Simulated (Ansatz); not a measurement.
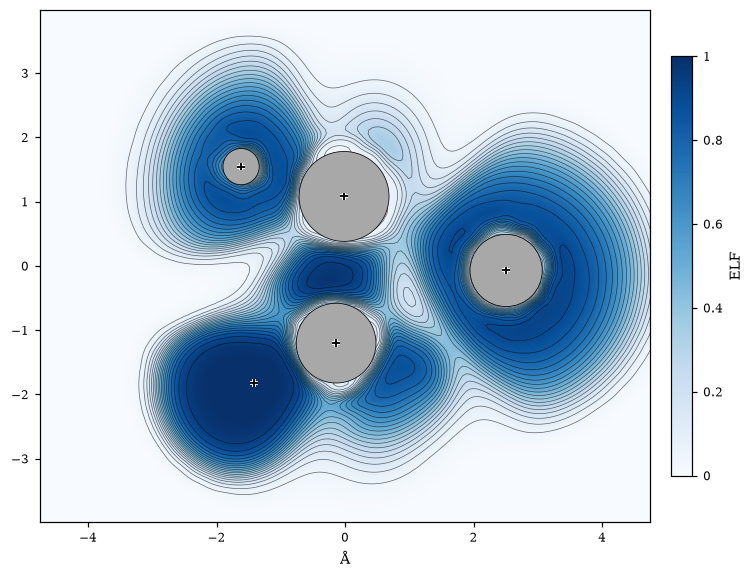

The ELF on a plane through atoms (crosses mark nuclei in the plane; grey discs cover the cores).

Theory: RKS PBE0-D4/def2-TZVPP (Ansatz).

Candidates:
A. F2H2SSi
B. H6OPSi···HS
C. F2H3OSi···HS

Which system is this?

Candidate B: H6OPSi···HS on the plane of atoms O5, Si1 and P7, which holds Si, S, O, P and H. Si–O (1.67 Å): the ELF peaks at about 0.90 between the atoms, as expected for a polar covalent bond. Si–P (2.29 Å): the ELF peaks at about 1 between the atoms: localised, covalent bonding.
